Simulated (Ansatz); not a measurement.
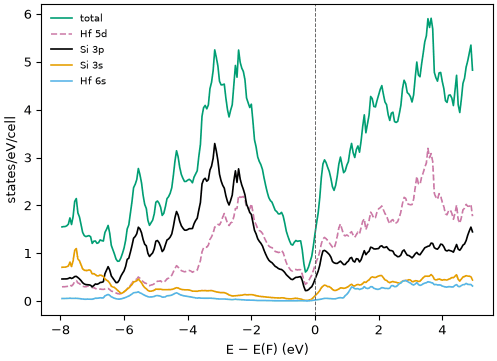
Figure: Total and projected density of states of HfSi2 in space group Cmcm (No. 63; Si on 4c, Hf on 4c, Si on 4c), PBE (plane waves, PAW; program Ansatz)

Problem. Which orbitals carry the states next to the Fermi level?

Solution. Within 0.5 eV of the Fermi level: Hf 5d 49 %, Si 3p 36 %, Si 3s 9 %. Projections are on Löwdin-orthogonalised atomic valence shells; empty p or d shells of many metals are not among them.

Problem. Where is the tallest occupied peak in this window, and what makes it?

Solution. Near -3.1 eV, about 5.2 states/eV per cell; the largest projected share is Si 3p.

Symmetry was held in the PBE relaxation; of distortions, only those at the zone centre were tested. No spin polarisation was allowed. Spin–orbit coupling is left out wherever it is not named.

Potentials: the later of the program's two PAW sets.
